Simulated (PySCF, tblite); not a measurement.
# C₄H₁₁Si radical: geometry, infrared bands and EPR parameters

Wanted: the infrared bands and EPR parameters of C₄H₁₁Si radical (`C[C](C)C[SiH3]`), by calculation.

Computed with tblite 0.8.0 and PySCF 2.14.0, with density-fitted response routines of our own, on a single molecule in the gas phase. Atoms count from 0, in the outputs and in this text.

### 1 The starting structure

16 atoms, charge 0, multiplicity 2; geometry from: force field or distance geometry start.

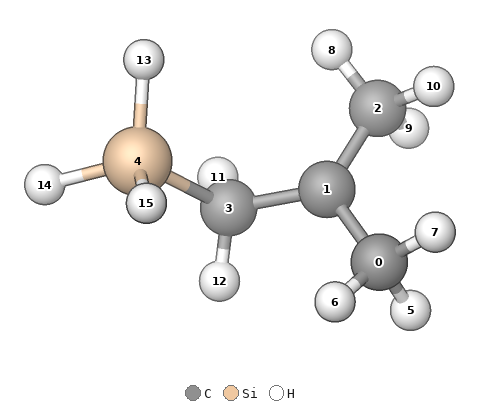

As it starts; carbon grey, silicon light orange, hydrogen white, atoms numbered.

### 2 Geometry optimisation with GFN2-xTB

Job settings and geometry (Å):

```
{"job": {"kind": "relax", "xc": "GFN2-xTB", "basis": "xTB"}, "charge": 0, "multiplicity": 2}
C     -1.317700     1.283900    -0.245300
C     -0.581700     0.069900     0.168600
C     -1.033800    -0.691900     1.384700
C      0.378300    -0.581900    -0.792200
Si     2.184000    -0.146600    -0.551000
H     -2.228300     1.005400    -0.807100
H     -0.705900     1.930200    -0.883400
H     -1.623100     1.883200     0.629100
H     -0.236700    -1.316400     1.788700
H     -1.891900    -1.334000     1.125200
H     -1.362500    -0.003700     2.171000
H      0.272700    -1.681500    -0.703700
H      0.078900    -0.335900    -1.799300
H      2.662900    -0.541300     0.791700
H      3.007800    -0.848700    -1.566000
H      2.389500     1.318200    -0.722300
```

Command:

```bash
> OMP_NUM_THREADS=1 python probes_run.py task.json out
```

One launch serves the whole session: the jobs run in the order shown.

The program printed:

```text
step      E/eV     max force
  0    -430.69857    1.681
  1    -430.75927    0.484
  2    -430.77021    0.152
  3    -430.77280    0.126
  4    -430.77459    0.156
  5    -430.77628    0.113
  6    -430.77749    0.075
  7    -430.77844    0.075
  8    -430.77960    0.095
  9    -430.78129    0.107
 10    -430.78353    0.130
 11    -430.78615    0.135
 12    -430.78900    0.120
 13    -430.79200    0.137
 14    -430.79526    0.147
 15    -430.79880    0.145
 16    -430.80220    0.158
 17    -430.80529    0.131
 18    -430.80810    0.147
 19    -430.81007    0.113
 20    -430.81125    0.093
 21    -430.81217    0.085
 22    -430.81304    0.082
 23    -430.81390    0.072
 24    -430.81474    0.064
 25    -430.81550    0.077
 26    -430.81608    0.056
 27    -430.81638    0.036
 28    -430.81651    0.025
 29    -430.81659    0.028
 30    -430.81666    0.025
 31    -430.81673    0.024
 32    -430.81682    0.025
 33    -430.81690    0.024
 34    -430.81698    0.026
 35    -430.81703    0.016
 36    -430.81706    0.015
 37    -430.81709    0.020
 38    -430.81713    0.020
 39    -430.81717    0.019
 40    -430.81721    0.014
 41    -430.81723    0.013
 42    -430.81725    0.011
 43    -430.81727    0.012
 44    -430.81729    0.010
```

It took 0.18 s on 1 thread of Arm Neoverse V2, shared host.

Step by step: (not every step is listed)

```
step  energy from step 0 (eV)  largest force (eV/Å)
   0                   0.0000                1.6812
   1                  -0.0607                0.4837
   2                  -0.0716                0.1519
   3                  -0.0742                0.1262
   4                  -0.0760                0.1560
   5                  -0.0777                0.1135
   6                  -0.0789                0.0747
   7                  -0.0799                0.0747
   8                  -0.0810                0.0952
  11                  -0.0876                0.1351
  14                  -0.0967                0.1473
  17                  -0.1067                0.1306
  20                  -0.1127                0.0926
  23                  -0.1153                0.0722
  26                  -0.1175                0.0562
  29                  -0.1180                0.0277
  32                  -0.1182                0.0250
  35                  -0.1185                0.0165
  38                  -0.1186                0.0197
  39                  -0.1186                0.0195
  40                  -0.1186                0.0144
  41                  -0.1187                0.0135
  42                  -0.1187                0.0107
  43                  -0.1187                0.0123
  44                  -0.1187                0.0099
```

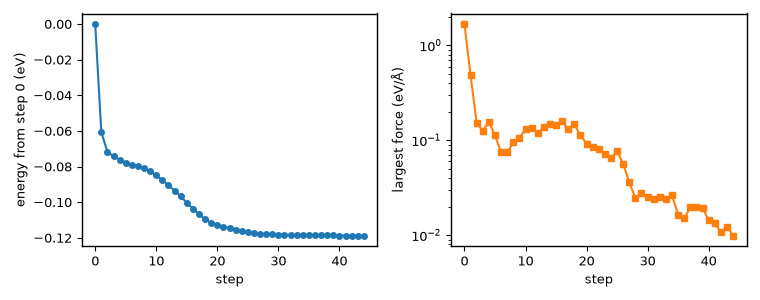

Energy and largest force along the relaxation.

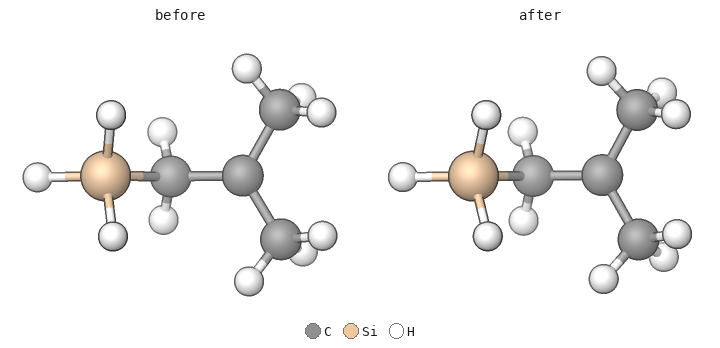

The geometry before (left) and after (right).

Close pairs (by a distance rule), those that changed most:

```
   bond  before (Å)  after (Å)  change (Å)
 C3–Si4       1.873      1.927      +0.054
  C1–C3       1.507      1.469      -0.037
Si4–H15       1.489      1.463      -0.026
  C1–C2       1.505      1.485      -0.019
 C3–H11       1.108      1.090      -0.018
Si4–H14       1.484      1.466      -0.017
Si4–H13       1.479      1.463      -0.016
  C0–H7       1.103      1.090      -0.013
```

The final coordinates are the input of the step that follows.

### 3 Infrared spectrum with GFN2-xTB

Job settings and geometry (Å):

```
{"job": {"kind": "ir", "xc": "GFN2-xTB", "basis": "xTB"}, "charge": 0, "multiplicity": 2}
C     -1.236197     1.287649    -0.259958
C     -0.612341    -0.015208     0.086500
C     -0.952718    -0.689421     1.365471
C      0.276997    -0.679509    -0.875794
Si     2.076120    -0.106747    -0.492634
H     -2.175582     1.150920    -0.811843
H     -0.574660     1.875780    -0.896878
H     -1.469206     1.865778     0.634225
H     -0.118521    -1.298213     1.715594
H     -1.814048    -1.360772     1.251142
H     -1.208483     0.034180     2.139337
H      0.221943    -1.764284    -0.786433
H      0.028283    -0.406907    -1.901241
H      2.393332    -0.507188     0.878208
H      3.032274    -0.724944    -1.416644
H      2.125209     1.347831    -0.640461
```

The program printed:

```text
mode    cm-1     km/mol
  1      43.7      0.01
  2      63.9      0.13
  3      89.8      0.02
  4     132.7      0.87
  5     144.1      0.00
  6     214.9     14.88
  7     369.0      0.60
  8     375.5      0.30
  9     512.1     32.08
 10     521.1     31.66
 11     690.8     25.45
 12     757.2    210.64
 13     786.3     23.63
 14     788.8    331.72
 15     807.6    183.84
 16     827.2     28.63
 17     972.4      0.16
 18     991.9      5.97
 19    1017.3      2.88
 20    1035.3      8.30
 21    1083.2     17.47
 22    1163.5     21.96
 23    1313.6     24.60
 24    1327.2     17.70
 25    1397.2      4.42
 26    1411.4      0.33
 27    1458.3      0.60
 28    1473.1      0.11
 29    1483.2      4.09
 30    1487.7      1.24
 31    1495.5      0.54
 32    2230.2    388.99
 33    2267.1    338.01
 34    2267.7    183.01
 35    2870.2     20.04
 36    2874.4    108.02
 37    2972.3     29.30
 38    2973.4     29.12
 39    2990.5     13.30
 40    2991.4     70.03
 41    2996.4      1.40
 42    3001.4     85.91
```

It took 0.31 s on 1 thread of Arm Neoverse V2, shared host.

Which atoms move in the most intense modes:

```
cm⁻¹  km/mol                                  atoms
 757   210.6                     H13 46 %, H15 46 %
 789   331.7           H13 32 %, H15 31 %, H14 24 %
 808   183.8  H14 25 %, C3 19 %, H11 18 %, H12 18 %
2230   389.0                               H14 94 %
2267   338.0                               H13 87 %
2268   183.0                               H15 87 %
2874   108.0                       H9 47 %, H5 44 %
3001    85.9                      H10 52 %, H7 35 %
```

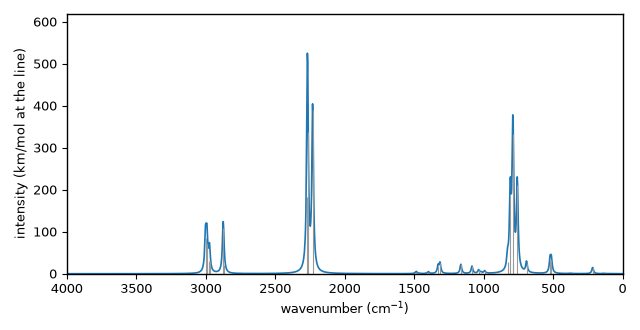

The infrared spectrum from these modes, unscaled. Lines are broadened to a width of 14 cm⁻¹ (Lorentzian).

### 4 g tensor and hyperfine couplings: B3LYP/pcH-1

Settings changed since step 3:

```diff
@@ -1,2 +1,2 @@
-{"job": {"kind": "ir", "xc": "GFN2-xTB", "basis": "xTB"}, "charge": 0, "multiplicity": 2}
+{"job": {"kind": "epr", "basis": "pcH-1"}, "charge": 0, "multiplicity": 2}
 C     -1.236197     1.287649    -0.259958
```

Level: UKS B3LYP, pcH-1 on C H Si, non-relativistic, mean-field spin-orbit, GIAO.

The program printed:

```text
UKS, coarse grid
  cycle   1  E = -448.46181751  |g| = 3.35e-01
  cycle   2  E = -448.43329849  |g| = 4.01e-01
  cycle   3  E = -448.51912628  |g| = 4.40e-02
  cycle   4  E = -448.51993846  |g| = 2.48e-02
  cycle   5  E = -448.52024252  |g| = 3.92e-03
  cycle   6  E = -448.52025272  |g| = 9.95e-04
  cycle   7  E = -448.52025416  |g| = 2.45e-04
UKS, final grid
  cycle   1  E = -448.52029821  |g| = 2.02e-04
  cycle   2  E = -448.52029820  |g| = 2.43e-04
  cycle   3  E = -448.52029823  |g| = 2.60e-05
  cycle   4  E = -448.52029823  |g| = 1.36e-05
E = -448.52029823 Eh   <S^2> = 0.7542 (exact 0.7500)
g shifts (ppm)      1          2          3
  rmc          -144       -144       -144
  gc             -6         31         22
  oz_so         -53        879       1039
  total        -203        767        917
hyperfine (MHz)  atom isotope    a_iso     a_fc   dipolar eigenvalues
    0   13C     -33.18     -33.19     -1.62     -0.56      2.17
    1   13C      88.66      88.77    -78.06    -77.85    155.91
    2   13C     -33.18     -33.19     -1.62     -0.56      2.18
    3   13C     -28.75     -28.76     -3.07      0.90      2.17
    4  29Si    -121.01    -121.14    -18.14      7.96     10.18
    5    1H     131.72     131.72     -4.60     -3.52      8.12
    6    1H      41.32      41.31     -4.42     -3.99      8.40
    7    1H      28.01      28.01     -4.60     -3.77      8.38
    8    1H      41.64      41.64     -4.41     -3.99      8.40
    9    1H     131.72     131.72     -4.60     -3.52      8.12
   10    1H      27.78      27.78     -4.60     -3.77      8.37
   11    1H      42.62      42.62     -4.15     -3.24      7.39
   12    1H      42.53      42.53     -4.16     -3.24      7.40
   13    1H      -4.17      -4.17     -2.85     -1.63      4.48
   14    1H      30.10      30.10     -2.08     -0.99      3.06
   15    1H      -4.16      -4.16     -2.87     -1.63      4.50
```

It took 38 s on 1 thread of Arm Neoverse V2, shared host; peak memory 0.96 GiB.

Principal g values 2.00212, 2.00309, 2.00324; g(iso) = 2.00281, against 2.00232 for a free electron.

Hyperfine couplings; where a row names several nuclei, a(iso) is their mean (it holds for fast rotation or exchange) and the dipolar term the largest among them:

```
                 nuclei  isotope  a(iso) (MHz)  a(iso) (G, at g = 2.0023)  largest dipolar term (MHz)
                    Si4     29Si        -121.0                      -43.2                       -18.1
                     C1      13C          88.7                       31.6                       155.9
H5, H6, H7, H8, H9, H10       1H          67.0                       23.9                         8.4
               H11, H12       1H          42.6                       15.2                         7.4
                 C0, C2      13C         -33.2                      -11.8                         2.2
                     C3      13C         -28.8                      -10.3                        -3.1
          H13, H14, H15       1H           7.3                        2.6                         4.5
```

Mulliken spin populations:

C0 -0.08; C1 0.92; C2 -0.08; C3 -0.06; Si4 0.07; H5 0.06; H6 0.02; H7 0.01; H8 0.02; H9 0.06; H10 0.01; H11 0.02; H12 0.02; H13 0.00; H14 0.02; H15 0.00

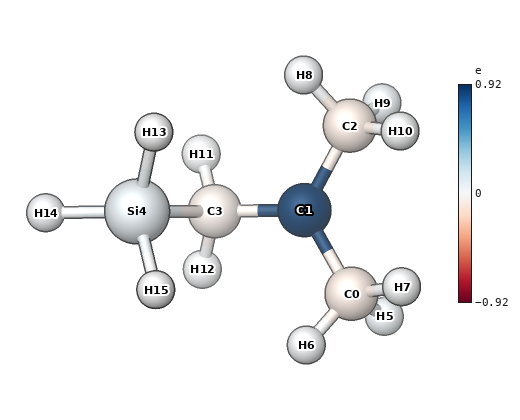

Mulliken spin populations, as colours on the atoms.

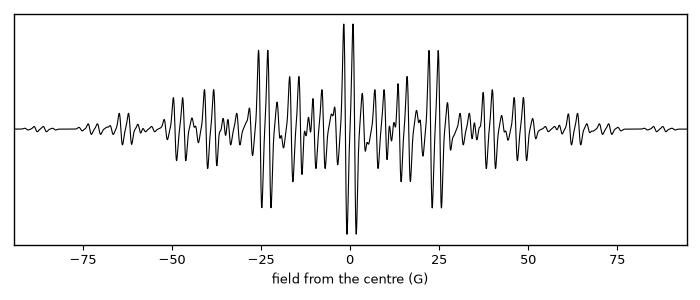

First-order isotropic spectrum (first derivative, main isotopes with spin only, couplings over 0.8 MHz, Gaussian width 0.5 G; couplings of the frozen geometry, rotation of groups not averaged beyond the rows shown).

Orbitals, density, ELF and potential are computed afterwards from the orbital file.

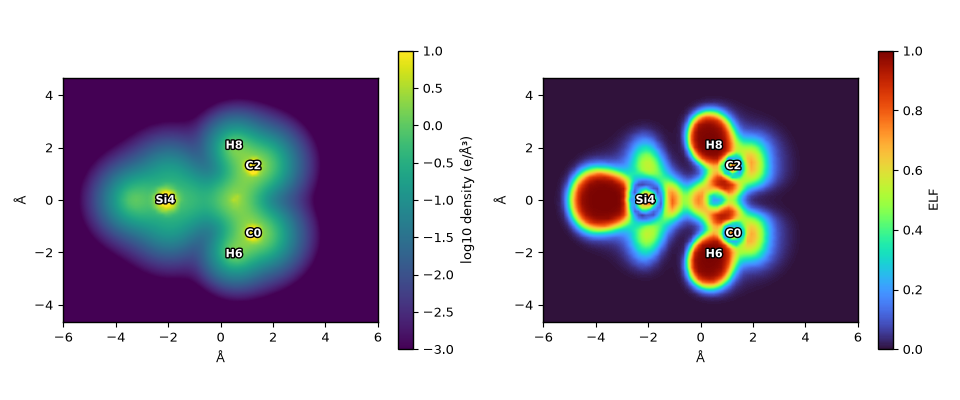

Density (left) and ELF (right) in a plane through or near 5 of the atoms.

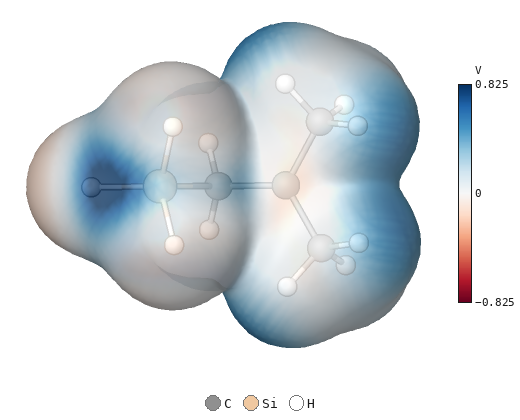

The potential that a unit positive charge feels on the 0.002 e/bohr³ surface, from -0.13 to 0.83 V.

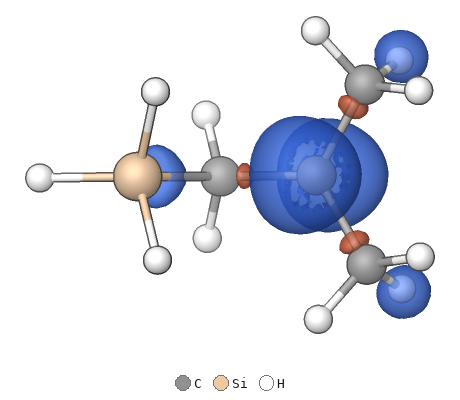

Spin density at ±0.04 e/Å³ (alpha excess blue, beta excess red).

### 5 Results

```
                                                                  quantity                    value
                                 strongest single infrared mode (GFN2-xTB)    2230 cm⁻¹, 389 km/mol
                                              zero-point energy (GFN2-xTB)            81.0 kcal/mol
                                                            g(iso) (B3LYP)                  2.00281
                                                                      ⟨S²⟩       0.754 (exact 0.75)
                                        largest a(iso) (averaged by class)  29Si on Si4, -121.0 MHz
potential on the surface of density 0.002 e/bohr³, 1st and 99th percentile       -0.13 V and 0.83 V
```

What this shows: Over 44 steps the energy fell by 0.119 eV; of the close pairs, C3–Si4 changed most, 1.873 to 1.927 Å. No mode is imaginary among the 42: a minimum at this level. The strongest single mode, at 2230 cm⁻¹, moves mainly H14. GFN2-xTB is a fitted tight-binding method: band positions and strengths are rough. Its intensities can rank the bands wrongly. C1 carries the largest spin population, 0.92 e. The isotropic g lies 0.5 ppt above the free-electron value. These values are for one conformer; the search (at its own cheap level) found 1 more, at 0.19 kcal/mol, and measured spectra average over such forms.
